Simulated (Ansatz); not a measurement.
## Decaying states in the gap of BeSnF6

Wanted: the relaxed cell of BeSnF6, its band edges and its decay constants. It is built by putting Be for Ca in the CaSnF6 structure of space group R-3, with the volume rescaled by atomic radii. The parent structure comes from the Materials Project.

Main program and level: Ansatz 0.2.0; LDA DFT, plane waves, PAW files, in the first sound run; inputs show where later runs differ.

The structure was built from a prototype and need not be the compound's stable phase.

### 1. The structure

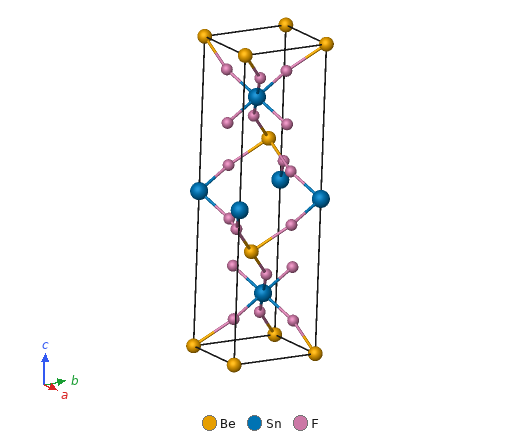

Start, viewed slightly off an axis; beryllium orange, tin blue, fluorine pink. This picture shows the conventional cell, with its axes. Bonds to atoms that aren't drawn are left out. Some periodic images of atoms are drawn too.

Structure file:

```cif
data_structure
_symmetry_space_group_name_H-M 'P 1'
_symmetry_Int_Tables_number 1
_cell_length_a 5.3803
_cell_length_b 5.3803
_cell_length_c 5.3803
_cell_angle_alpha 58.640
_cell_angle_beta 58.640
_cell_angle_gamma 58.640
_cell_volume 106.71
loop_
_atom_site_label
_atom_site_type_symbol
_atom_site_fract_x
_atom_site_fract_y
_atom_site_fract_z
_atom_site_occupancy
Be1 Be 0.00000 0.00000 0.00000 1
Sn2 Sn 0.50000 0.50000 0.50000 1
F3 F 0.66131 0.26767 0.80463 1
F4 F 0.80463 0.66131 0.26767 1
F5 F 0.73233 0.19537 0.33869 1
F6 F 0.19537 0.33869 0.73233 1
F7 F 0.33869 0.73233 0.19537 1
F8 F 0.26767 0.80463 0.66131 1
```

### 2. Cell and atoms at rest

The substituted atoms don't fit the parent's cell, so cell and atoms relax together. A small smearing keeps the run stable in case the gap closes on the way.

The input, input.yaml:

```yaml
crystal:
  lattice:
    - [2.6346603563, 1.521121866, 4.4376455434]
    - [-2.6346603563, 1.521121866, 4.4376455434]
    - [0.0, -3.0422437319, 4.4376455434]
  atoms:
    - { symbol: Be, position: [0.0, 0.0, 0.0] }
    - { symbol: Sn, position: [0.5, 0.5, 0.5] }
    - { symbol: F, position: [0.66130815, 0.26766958, 0.80462878] }
    - { symbol: F, position: [0.80462878, 0.66130815, 0.26766958] }
    - { symbol: F, position: [0.73233042, 0.19537122, 0.33869185] }
    - { symbol: F, position: [0.19537122, 0.33869185, 0.73233042] }
    - { symbol: F, position: [0.33869185, 0.73233042, 0.19537122] }
    - { symbol: F, position: [0.26766958, 0.80462878, 0.66130815] }
kpoints:
  mp_grid: { grid: [6, 6, 6] }
scf:
  occupations: { method: gaussian, width: 0.03 }
hamiltonian:
  xc: lda
output:
  forces: true
  stress: true
relax:
  f_tol: 0.02
  max_steps: 60
  cell: {}
```

On the command line:

```
$ ansatz run input.yaml --threads 2 --pin off --max-ram 4096MiB --backend cpu --events-out ev --progress --plain --runs-dir out
```

Numbers of over 12 decimals in the logs are rounded to 6 here.

What it wrote:

```text
Engine: ansatz 0.2.0, x86_64-unknown-linux-gnu
Pseudopotentials: kind: paw
Pseudopotential: Be, paw, valence charge 2, recommended cutoff 420 eV (normal), Be.paw.azcp
Pseudopotential: Sn, paw, valence charge 14, recommended cutoff 420 eV (normal), Sn.paw.azcp
Pseudopotential: F, paw, valence charge 7, recommended cutoff 420 eV (normal), F.paw.azcp
Functional definition: SPW92
  exchange = slater_x
  correlation = pw_c
Crystal: 8 atoms, lattice volume = 106.707 Å³
Basis set: ecut = 420 eV, 2103 PW (Γ)
Bands: 37, of which v1, the nominal top of the filled ones, is band 29 counted from 1 (28 counted from 0)
Symmetry: 6 space group operations
Space group: R-3 (ITA 148), of the structure as read, at distance tolerance 4.7e-5 Å
k-points: 40 of 216
Non-local potential: Be, projectors of the file, l = 0: 2, l = 1: 2, l = 2: 1
Non-local potential: Sn, projectors of the file, l = 0: 2, l = 1: 2, l = 2: 2, l = 3: 2
Non-local potential: F, projectors of the file, l = 0: 2, l = 1: 2, l = 2: 1
PAW form: soft (Blöchl's): semilocal exchange-correlation on the pseudo side does not see the compensation charge
PAW frozen core: Be, regenerated for the run's functional, and the local potential with it (the file was generated under x = pbe(κ = 0.804, μ = 0.219515), c = pbe(β = 0.066725))
PAW frozen core: Sn, regenerated for the run's functional, and the local potential with it (the file was generated under x = pbe(κ = 0.804, μ = 0.219515), c = pbe(β = 0.066725))
PAW frozen core: F, regenerated for the run's functional, and the local potential with it (the file was generated under x = pbe(κ = 0.804, μ = 0.219515), c = pbe(β = 0.066725))
PAW one-centre angular grid: Be, 110 points (default); XC on 64 Gauss nodes
PAW one-centre angular grid: Sn, 590 points (default); XC on 64 Gauss nodes
PAW one-centre angular grid: F, 110 points (default); XC on 64 Gauss nodes
Initial density: superposition of atomic densities (neutral atoms: chi_scale 0, normalization atom), corrected by the library's trained network
Initial wavefunctions: pseudopotential atomic-orbital guess
Functional: x = slater, c = lda
SCF iter   1: F=—  HF=-10730.387446 eV  |F-HF|=—  |Δ(HF+E_count)|=         —  Δρ=1.61e-2  dr2=1.88e-1  ethr=1.77e-3  ⟨swp⟩=6.7  Hψ=7221  notcnv=0  defer=4
preconditioner: auto → Resta (q_TF=auto, 2.465 Å⁻¹)  ε∞=3.0  [insulator: Δε(μ)=5.707 eV  Ē_g=19.394 eV  σ=0.030 eV  W_gap=1.00  n_scr=26 (ndim 8)  ℏωp=27.4 eV  f_vac=0.223  D(μ)=0.00/eV (n_scr^D=0)  ε∞_Penn≈3.0]
SCF iter   2: F=—  HF=-10730.323445 eV  |F-HF|=—  |Δ(HF+E_count)|=   6.40e-2  Δρ=3.70e-3  dr2=6.17e-3  ethr=3.24e-4  ⟨swp⟩=2.0  Hψ=2715  notcnv=0  defer=63
SCF iter   3: F=—  HF=-10730.321338 eV  |F-HF|=—  |Δ(HF+E_count)|=   2.11e-3  Δρ=1.56e-3  dr2=1.48e-3  ethr=1.06e-5  ⟨swp⟩=2.0  Hψ=2236  notcnv=0  defer=63
SCF iter   4: F=—  HF=-10730.320897 eV  |F-HF|=—  |Δ(HF+E_count)|=   4.41e-4  Δρ=2.36e-4  dr2=3.73e-5  ethr=2.55e-6  ⟨swp⟩=3.0  Hψ=2765  notcnv=0  defer=63
SCF iter   5: F=—  HF=-10730.320903 eV  |F-HF|=—  |Δ(HF+E_count)|=   6.37e-6  Δρ=4.59e-5  dr2=3.06e-6  ethr=6.43e-8  ⟨swp⟩=1.0  Hψ=1417  notcnv=0  defer=63
SCF iter   6: F=—  HF=-10730.320905 eV  |F-HF|=—  |Δ(HF+E_count)|=   1.80e-6  Δρ=1.70e-5  dr2=2.44e-7  ethr=5.27e-9  ⟨swp⟩=2.0  Hψ=1995  notcnv=0  defer=63
SCF iter   7: F=-10730.320905 eV  HF=-10730.320905 eV  |F-HF|=1.49e-8  |Δ(HF+E_count)|=   9.12e-8  Δρ=3.27e-6  dr2=1.16e-8  ethr=1.72e-10  ⟨swp⟩=4.9  Hψ=4975  notcnv=0
SCF 1 converged in 7 iterations: F = -10730.320905 eV  dr2 = 1.16e-8
  greatest PAW one-centre occupation: 1.001 electrons in one spin orbital (limit 2), on the Sn atom at site 1 (counted from 0), in its partial waves of l = 2
relax step   1: F+E_penalty+E_count = -10730.32090524 eV  Δ(F+E_penalty+E_count) = +0.000e0 eV  max|allowed force component| = 5.697e0 eV/Å  Δτ_max = 0.0000 Å  P = +18.249 GPa  Ω = 106.707 Å³  (7 SCF iters, dr2 threshold 1.00e-7 eV, accepted)
Crystal: 8 atoms, lattice volume = 96.565 Å³
Basis set: ecut = 420 eV, 1887 PW (Γ)
Initial density: handed on by an earlier stage of this run
Initial wavefunctions: those handed on with the density
iter 1 solved again at ethr=7.22e-4 eV; its pass at ethr=3.10e-3 eV (dr2=4.19e-1 eV) is discarded
SCF iter   1: F=—  HF=-10734.603651 eV  |F-HF|=—  |Δ(HF+E_count)|=         —  Δρ=3.86e-2  dr2=4.20e-1  ethr=7.22e-4  ⟨swp⟩=1.4  Hψ=7999  notcnv=0
preconditioner: auto → Resta (q_TF=auto, 2.506 Å⁻¹)  ε∞=3.0  [insulator: Δε(μ)=5.721 eV  Ē_g=20.475 eV  σ=0.030 eV  W_gap=1.00  n_scr=26 (ndim 8)  ℏωp=28.8 eV  f_vac=0.165  D(μ)=0.00/eV (n_scr^D=0)  ε∞_Penn≈3.0]
SCF iter   2: F=—  HF=-10734.504112 eV  |F-HF|=—  |Δ(HF+E_count)|=   9.95e-2  Δρ=1.90e-2  dr2=9.55e-2  ethr=7.22e-4  ⟨swp⟩=2.6  Hψ=2000  notcnv=0
SCF iter   3: F=—  HF=-10734.481034 eV  |F-HF|=—  |Δ(HF+E_count)|=   2.31e-2  Δρ=2.41e-3  dr2=3.06e-3  ethr=1.65e-4  ⟨swp⟩=3.4  Hψ=2832  notcnv=0  defer=5
SCF iter   4: F=—  HF=-10734.480275 eV  |F-HF|=—  |Δ(HF+E_count)|=   7.59e-4  Δρ=7.25e-4  dr2=3.91e-4  ethr=5.27e-6  ⟨swp⟩=2.0  Hψ=2548  notcnv=0  defer=23
SCF iter   5: F=—  HF=-10734.480195 eV  |F-HF|=—  |Δ(HF+E_count)|=   7.98e-5  Δρ=1.46e-4  dr2=3.07e-5  ethr=6.75e-7  ⟨swp⟩=3.0  Hψ=2891  notcnv=0  defer=23
SCF iter   6: F=—  HF=-10734.480192 eV  |F-HF|=—  |Δ(HF+E_count)|=   2.64e-6  Δρ=5.33e-5  dr2=3.43e-6  ethr=5.30e-8  ⟨swp⟩=2.4  Hψ=2217  notcnv=0  defer=23
SCF iter   7: F=-10734.480194 eV  HF=-10734.480194 eV  |F-HF|=1.18e-7  |Δ(HF+E_count)|=   1.89e-6  Δρ=8.96e-6  dr2=1.06e-7  ethr=1.38e-9  ⟨swp⟩=4.5  Hψ=4931  notcnv=0
SCF 2 converged in 7 iterations: F = -10734.480194 eV  dr2 = 1.06e-7
  greatest PAW one-centre occupation: 1.000 electrons in one spin orbital (limit 2), on the Sn atom at site 1 (counted from 0), in its partial waves of l = 2
relax step   2: F+E_penalty+E_count = -10734.48019433 eV  Δ(F+E_penalty+E_count) = -4.159e0 eV  max|allowed force component| = 1.691e0 eV/Å  Δτ_max = 0.1770 Å  P = +2.972 GPa  Ω = 96.565 Å³  energy of the carried Pulay correction = +7.442e-2 eV  (7 SCF iters, dr2 threshold 8.00e-7 eV, accepted)
Crystal: 8 atoms, lattice volume = 89.241 Å³
Basis set: ecut = 420 eV, 1759 PW (Γ)
iter 1 solved again at ethr=2.55e-4 eV; its pass at ethr=3.10e-3 eV (dr2=1.48e-1 eV) is discarded
SCF iter   1: F=—  HF=-10734.909656 eV  |F-HF|=—  |Δ(HF+E_count)|=         —  Δρ=2.45e-2  dr2=1.46e-1  ethr=2.55e-4  ⟨swp⟩=2.1  Hψ=7600  notcnv=0
preconditioner: auto → Resta (q_TF=auto, 2.539 Å⁻¹)  ε∞=3.0  [insulator: Δε(μ)=5.282 eV  Ē_g=21.211 eV  σ=0.030 eV  W_gap=1.00  n_scr=26 (ndim 8)  ℏωp=29.9 eV  f_vac=0.146  D(μ)=0.00/eV (n_scr^D=0)  ε∞_Penn≈3.0]
[...]
relax step   8: F+E_penalty+E_count = -10735.09674589 eV  Δ(F+E_penalty+E_count) = -3.421e-2 eV  max|allowed force component| = 2.341e-2 eV/Å  Δτ_max = 0.0399 Å  P = +0.268 GPa  Ω = 85.548 Å³  energy of the carried Pulay correction = +1.642e-1 eV  (6 SCF iters, dr2 threshold 8.00e-7 eV, accepted)
relax step   9: F+E_penalty+E_count = -10735.09599504 eV  Δ(F+E_penalty+E_count) = +7.508e-4 eV  max|allowed force component| = 5.975e-3 eV/Å  Δτ_max = 0.0039 Å  P = -0.026 GPa  Ω = 85.673 Å³  energy of the carried Pulay correction = +1.631e-1 eV  (4 SCF iters, dr2 threshold 2.77e-7 eV, accepted)
relax step  10: F+E_penalty+E_count = -10735.09536032 eV  Δ(F+E_penalty+E_count) = +6.347e-4 eV  max|allowed force component| = 3.078e-4 eV/Å  Δτ_max = 0.0031 Å  P = +0.004 GPa  Ω = 85.754 Å³  energy of the carried Pulay correction = +1.624e-1 eV  (5 SCF iters, dr2 threshold 1.01e-8 eV, accepted)
relax step  11: F+E_penalty+E_count = -10735.04485224 eV  Δ(F+E_penalty+E_count) = +5.051e-2 eV  max|allowed force component| = 2.004e-3 eV/Å  Δτ_max = 0.0000 Å  P = -1.321 GPa  Ω = 85.754 Å³  stress off target by 1.35e0 GPa  SCF on the basis re-selected at this cell (its energy is not comparable with the rows above)  (6 SCF iters)
relax step  12: F+E_penalty+E_count = -10735.07756022 eV  Δ(F+E_penalty+E_count) = -3.271e-2 eV  max|allowed force component| = 3.838e-2 eV/Å  Δτ_max = 0.0794 Å  P = +0.415 GPa  Ω = 82.079 Å³  energy of the carried Pulay correction = +2.763e-2 eV  (6 SCF iters, dr2 threshold 8.00e-7 eV, accepted)
relax step  13: F+E_penalty+E_count = -10735.07492543 eV  Δ(F+E_penalty+E_count) = +2.635e-3 eV  max|allowed force component| = 2.824e-3 eV/Å  Δτ_max = 0.0245 Å  P = +0.139 GPa  Ω = 83.051 Å³  energy of the carried Pulay correction = +2.053e-2 eV  (5 SCF iters, dr2 threshold 5.52e-7 eV, accepted)
relax step  14: F+E_penalty+E_count = -10735.07278583 eV  Δ(F+E_penalty+E_count) = +2.140e-3 eV  max|allowed force component| = 6.285e-4 eV/Å  Δτ_max = 0.0080 Å  P = +0.031 GPa  Ω = 83.384 Å³  energy of the carried Pulay correction = +1.806e-2 eV  (5 SCF iters, dr2 threshold 9.43e-8 eV, accepted)
relax step  15: F+E_penalty+E_count = -10735.05734183 eV  Δ(F+E_penalty+E_count) = +1.544e-2 eV  max|allowed force component| = 1.350e-3 eV/Å  Δτ_max = 0.0000 Å  P = -0.221 GPa  Ω = 83.384 Å³  stress off target by 2.75e-1 GPa  SCF on the basis re-selected at this cell (its energy is not comparable with the rows above)  (5 SCF iters)
relax step  16: F+E_penalty+E_count = -10735.06105575 eV  Δ(F+E_penalty+E_count) = -3.714e-3 eV  max|allowed force component| = 6.412e-2 eV/Å  Δτ_max = 0.0059 Å  P = +0.573 GPa  Ω = 82.850 Å³  energy of the carried Pulay correction = +4.202e-3 eV  (5 SCF iters, dr2 threshold 1.88e-7 eV, rejected (line search))
relax step  17: F+E_penalty+E_count = -10735.05954562 eV  Δ(F+E_penalty+E_count) = -2.204e-3 eV  max|allowed force component| = 3.754e-3 eV/Å  Δτ_max = 0.0041 Å  P = -0.045 GPa  Ω = 83.147 Å³  energy of the carried Pulay correction = +1.888e-3 eV  (7 SCF iters, accepted)
relax step  18: F+E_penalty+E_count = -10735.06125175 eV  Δ(F+E_penalty+E_count) = -1.706e-3 eV  max|allowed force component| = 1.223e-3 eV/Å  Δτ_max = 0.0050 Å  P = +0.010 GPa  Ω = 82.941 Å³  energy of the carried Pulay correction = +3.499e-3 eV  (5 SCF iters, dr2 threshold 1.01e-8 eV, accepted)
iter 1 solved again at ethr=2.38e-7 eV; its pass at ethr=3.10e-3 eV (dr2=1.38e-4 eV) is discarded
SCF iter   1: F=—  HF=-10735.057744 eV  |F-HF|=—  |Δ(HF+E_count)|=         —  Δρ=8.68e-5  dr2=8.84e-7  ethr=2.38e-7  ⟨swp⟩=3.0  Hψ=10855  notcnv=0
preconditioner: auto → Resta (q_TF=auto, 2.570 Å⁻¹)  ε∞=3.1  [insulator: Δε(μ)=5.105 eV  Ē_g=21.208 eV  σ=0.030 eV  W_gap=1.00  n_scr=20 (ndim 8)  ℏωp=31.1 eV  f_vac=0.067  D(μ)=0.00/eV (n_scr^D=0)  ε∞_Penn≈3.1]
SCF iter   2: F=—  HF=-10735.057743 eV  |F-HF|=—  |Δ(HF+E_count)|=   8.62e-7  Δρ=3.77e-5  dr2=2.08e-7  ethr=1.52e-9  ⟨swp⟩=2.0  Hψ=2600  notcnv=0
SCF iter   3: F=—  HF=-10735.057743 eV  |F-HF|=—  |Δ(HF+E_count)|=   6.28e-9  Δρ=1.37e-5  dr2=1.94e-8  ethr=3.59e-10  ⟨swp⟩=1.0  Hψ=1480  notcnv=0
SCF iter   4: F=—  HF=-10735.057743 eV  |F-HF|=—  |Δ(HF+E_count)|=   1.62e-9  Δρ=4.89e-7  dr2=1.23e-10  ethr=3.35e-11  ⟨swp⟩=2.0  Hψ=2135  notcnv=0
SCF iter   5: F=-10735.057743 eV  HF=-10735.057743 eV  |F-HF|=1.82e-12  |Δ(HF+E_count)|=  1.82e-11  Δρ=1.27e-7  dr2=1.14e-11  ethr=1.00e-12  ⟨swp⟩=4.1  Hψ=4686  notcnv=0
SCF 19 converged in 5 iterations: F = -10735.057743 eV  dr2 = 1.14e-11
relax step  19: F+E_penalty+E_count = -10735.05774318 eV  Δ(F+E_penalty+E_count) = +3.509e-3 eV  max|allowed force component| = 1.177e-3 eV/Å  Δτ_max = 0.0000 Å  P = -0.023 GPa  Ω = 82.941 Å³  stress off target by 4.81e-2 GPa  SCF on the basis re-selected at this cell (its energy is not comparable with the rows above)  (5 SCF iters)
basis re-selected at this cell: Δ(F+E_penalty+E_count) = +3.509e-3 eV, ΔP = -0.032 GPa vs the last step (what re-selecting the basis moved, of the pressure what is left beyond the Pulay correction that the steps carried, after the strain that the cell walked since its last selection, with what the two solves' SCF thresholds leave and, on support functions, any second-order correction that the steps lacked; it is no m [...]
SCF converged after 5 iterations
Free energy (F): -10735.057743 eV
Harris-Foulkes:  -10735.057743 eV  (|F-HF|=1.82e-12)
Internal energy: -10735.057743 eV  (E = F + TS)
E sigma→0 (E₀):  -10735.057743 eV
Fermi energy:    5.255357 eV
--- Per-component energies (eV) ---
  E_band       = -338.775780
  E_kinetic    = 1443.913240
  E_local      = -4312.977197  (includes V_loc(G=0)·N_el)
  E_nonlocal   = 435.266394
  E_hartree    = 1798.250728
  E_xc         = -860.985061
  E_vxc        = -719.314662  (∫ρ·V_xc dr)
  E_paw        = -5190.462917  (= ΣΔE_a)
  E_vpaw       = -782.176930  (= ΣTr[D̂ρ^β])
  E_aug_tail   = 0.011976  (compensation charges beyond the density's cutoff)
  E_ewald      = -4049.209603
  E_core_change = 1.134696  (= ΣΔE_core)
  E_smearing   = -0.000000  (= −TS)
  E_closure    = 0.000000  (closes the sum)
  Σ components = -10735.057743   (vs F -10735.057743, Δ=0.00e0)
--- Forces (eV/Å), atoms counted from 1 ---
  atom   1  Be    -0.00000000     0.00000000     0.00000000
  atom   2  Sn    -0.00000000     0.00000000     0.00000000
  atom   3  F     -0.00040554     0.00011710    -0.00117738
  atom   4  F      0.00010136    -0.00040976    -0.00117738
  atom   5  F     -0.00030418    -0.00029266     0.00117738
  atom   6  F     -0.00010136     0.00040976     0.00117738
  atom   7  F      0.00040554    -0.00011710     0.00117738
  atom   8  F      0.00030418     0.00029266    -0.00117738
  max |Σ_I F_I| component: 2.28e-18 eV/Å
--- Stress (GPa, compression-positive) ---
       -0.048082       0.000000      -0.000000
       -0.000000      -0.048082       0.000000
       -0.000000       0.000000       0.027643
  P = ⅓ Tr σ = -0.0228 GPa (-0.228 kbar)
--- Relaxed structure (16 steps of the walk, 15 accepted, 3 SCFs on fresh bases) ---
  F+E_penalty+E_count = -10735.05774318 eV   max|allowed force component| = 1.177e-3 eV/Å   (the final SCF, on the basis selected at the relaxed cell)
  cell:  # Å, volume = 82.9407 Å³
    - [2.373860, 1.370549, 4.248805]
    - [-2.373860, 1.370549, 4.248805]
    - [-1.614906473817479e-18, -2.741098, 4.248805]
  atoms:
    - { symbol: Be, position: [3.1881972910204105e-19, -3.704678424631648e-19, 4.1965396383515014e-19] }
    - { symbol: Sn, position: [0.500000, 0.500000, 0.500000] }
    - { symbol: F, position: [0.636002, 0.229114, 0.901262] }
    - { symbol: F, position: [0.901262, 0.636002, 0.229114] }
    - { symbol: F, position: [0.770886, 0.098738, 0.363998] }
    - { symbol: F, position: [0.098738, 0.363998, 0.770886] }
    - { symbol: F, position: [0.363998, 0.770886, 0.098738] }
    - { symbol: F, position: [0.229114, 0.901262, 0.636002] }
```

The job ended after 33 s (2 threads of INTEL XEON PLATINUM 8581C at 2.30GHz (Emerald Rapids), shared host; peak memory 0.52 GiB; 62 s of CPU time).

Step by step:

```tsv
step	energy less that of the first step (eV)	largest force component (eV/Å)	pressure (GPa)	volume (Å³)
1	0.0000	5.6967	18.25	106.71
2	-4.1593	1.6907	2.97	96.57
3	-4.5426	0.3373	6.92	89.24
4	-4.6218	0.2841	1.49	92.89
5	-4.6432	0.1518	0.30	92.83
6	-4.7053	0.1177	-2.33	90.51
7	-4.7416	0.1271	-1.95	88.27
8	-4.7758	0.0234	0.27	85.55
9	-4.7751	0.0060	-0.03	85.67
10	-4.7745	0.0003	0.00	85.75
11*	-4.7239	0.0020	-1.32	85.75
12	-4.7567	0.0384	0.42	82.08
13	-4.7540	0.0028	0.14	83.05
14	-4.7519	0.0006	0.03	83.38
15*	-4.7364	0.0014	-0.22	83.38
16	-4.7402	0.0641	0.57	82.85
17	-4.7386	0.0038	-0.05	83.15
18	-4.7403	0.0012	0.01	82.94
19*	-4.7368	0.0012	-0.02	82.94
```

Relaxation steps marked * repeat the geometry before them on a plane-wave basis chosen anew for their cell, so energy and pressure can jump there. Relaxation step 16 was tried and not accepted.

The run keeps the 6 symmetry operations that it works with, so distortions that break them were not tested.

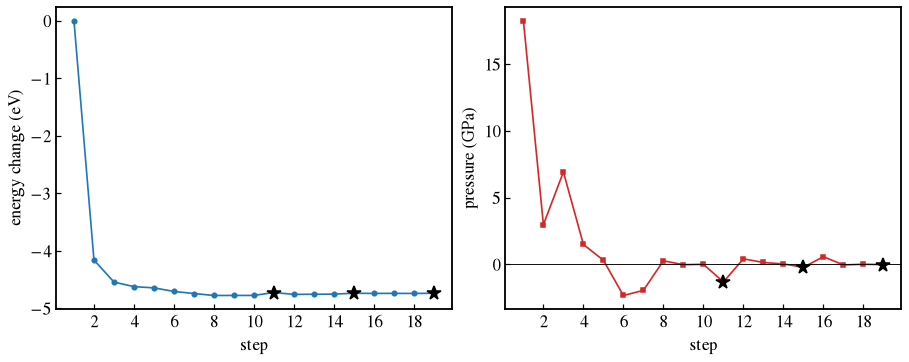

Energy and pressure along the relaxation. Stars mark steps on a basis chosen anew.

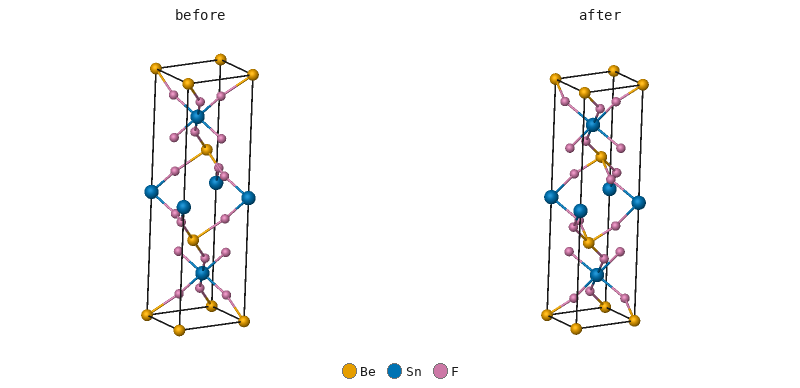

Before and after, at one scale. Bonds to atoms that aren't drawn are left out.

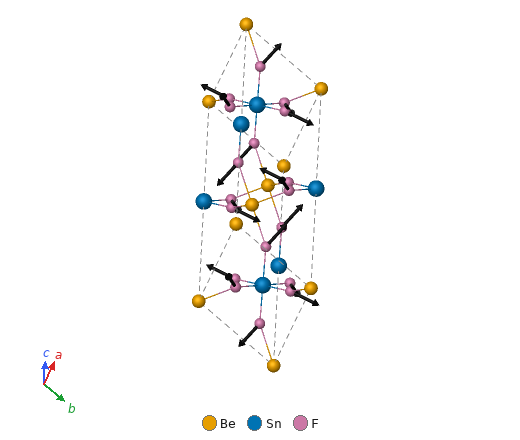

Displacements in the relaxation, exaggerated, measured against the changing cell; the longest in the cell stands for 0.38 Å. Bonds to atoms that aren't drawn are left out. Some periodic images of atoms are drawn too.

```tsv
conventional cell, symmetrised	before	after	change
a (Å)	5.269	4.748	-9.9 %
b (Å)	5.269	4.748	-9.9 %
c (Å)	13.313	12.746	-4.3 %
volume (Å³/atom)	13.34	10.37	-22.3 %
```

The atoms that moved most (Å, as changes of fractional coordinates times the final cell):

```tsv
atom	dx	dy	dz	length
F7	-0.031	0.352	-0.139	0.380
F3	0.031	-0.352	0.139	0.380
F5	0.321	-0.149	-0.139	0.380
F8	-0.321	0.149	0.139	0.380
F6	-0.289	-0.203	-0.139	0.380
F4	0.289	0.203	0.139	0.380
```

Numbers from this step:

```
free energy  : -10735.0577 eV
Fermi energy : 5.255 eV
pressure     : -0.02284 GPa
```

The largest force component on a free atom ends at 0.0012 eV/Å.

(Part 1 of 3 ends here.)

[Logs are printed without paths, hosts, clocks, repeated set-up lines and the standing remarks that a program may print on its own settings, such as how far it seeks lower states.]

[Hosts, paths, dates, database ids (printed as entryN), source tags and the programs' standing remarks are cut or masked in the printed files.]
